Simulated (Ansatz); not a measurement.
MoSi$_{2}$ (MoSi2 type, space group I4/mmm)

```xyz
3
Lattice="-1.6009 1.6009 3.9093 1.6009 -1.6009 3.9093 1.6009 1.6009 -3.9093" Properties=species:S:1:pos:R:3 pbc="T T T"
Mo     0.0000     0.0000     0.0000
Si     0.0000     0.0000     2.6216
Si     0.0000     0.0000     5.1970
```

Grid over V/V₀ and (c/a)/(c/a)₀, subscript 0 meaning the relaxed cell; the conventional c axis lies along z; no internal relaxation.

Computed with r2SCAN (plane waves to 500 eV, PAW, scalar-relativistic; Ansatz, a program for electronic structure). k mesh 14×14×14 (Γ-centred), Fermi-Dirac smearing 0.05 eV. Energies are smeared free energies. Compression counts positive. As the atoms are clamped, bonds stretch with the cell, which overstates energies and stresses. With partly filled bands, the response to shear is sensitive to the k mesh, so small differences along c/a are uncertain. MoSi2 is run without spin polarisation. MoSi2 was relaxed with its symmetry unable to fall. ΔE is measured from the relaxed starting cell.

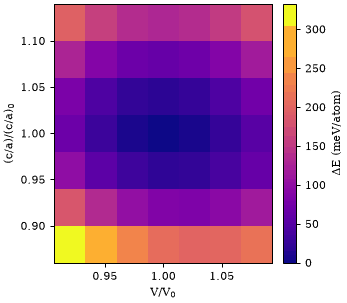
Figure. ΔE (meV/atom) over the 7×7 grid of computed points.

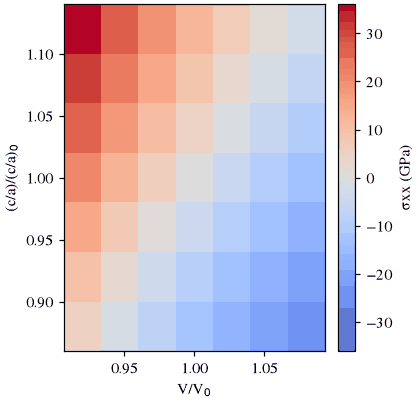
*σxx (GPa) over the 7×7 grid of computed points.*

The modulus against c/a change at fixed volume, (3/4V)·∂²E/∂(ln c/a)² (fit, atoms clamped) is 210 GPa, an upper bound as the atoms could relax. Lowest place on the grid: V/V₀ = 1.000, (c/a)/(c/a)₀ = 1.000 (0 meV/atom). Highest place on the grid: V/V₀ = 0.920, (c/a)/(c/a)₀ = 0.880 (333 meV/atom).

Near the relaxed cell σzz − σxx = −2Cδ (compression positive), C being this modulus and δ the logarithm of the ratio.

(Under strain, the slope of the energy per volume gives the stress and its curvature an elastic modulus.)
